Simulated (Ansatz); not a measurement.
The calculation's input:

```
crystal:
  periodic: [false, false, false]
  atoms:
    - { symbol: C, position_ang: [0.302, -2.4788, 0.0659] }
    - { symbol: B, position_ang: [0.8987, -0.9883, -0.0218] }
    - { symbol: O, position_ang: [0.687, -0.0306, 1.0616] }
    - { symbol: Si, position_ang: [-0.5677, 0.9467, 0.6491] }
    - { symbol: C, position_ang: [-1.24978, 1.92877, 2.05946] }
    - { symbol: F, position_ang: [-1.83585, 0.04184, -0.07115] }
    - { symbol: H, position_ang: [-0.3032, -2.536, 0.9961] }
    - { symbol: H, position_ang: [-0.3813, -2.5633, -0.8218] }
    - { symbol: H, position_ang: [1.06, -3.1825, 0.075] }
    - { symbol: H, position_ang: [1.5949, -0.7008, -0.9143] }
    - { symbol: H, position_ang: [-0.13717, 1.91836, -0.45711] }
    - { symbol: H, position_ang: [-0.47021, 2.53703, 2.4918] }
    - { symbol: H, position_ang: [-2.15297, 2.58201, 1.70842] }
    - { symbol: H, position_ang: [-1.62872, 1.19099, 2.80186] }
basis:
  gaussian: { orbitals: "6-31G*" }
hamiltonian:
  xc: b3lyp
  dispersion: d4
relax:
  f_tol: 0.015
  max_steps: 40
output:
  orbitals: {}
```

Command:

```sh
ansatz run input.yaml --threads 2 --pin off --max-ram 3072MiB --backend cpu --events-out ev --progress --plain --runs-dir out
```

The fields are those of the run's last geometry, not of the input's.

All numbers below come from RKS B3LYP-D4/6-31G* in Ansatz.

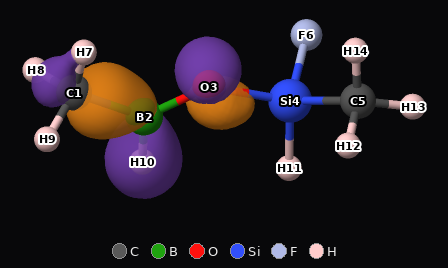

C$_{2}$H$_{8}$BFOSi (SMILES CBO[SiH](C)F). The HOMO at ±0.2 Å⁻³ᐟ² (orange and purple are the two phases), seen from one side.

What is the character of this orbital?

By Hirshfeld shares it lies mainly on O3 (about 30 %), B2 (about 20 %), C1 (about 20 %) and H10 (about 20 %). Its energy is −7.93 eV.
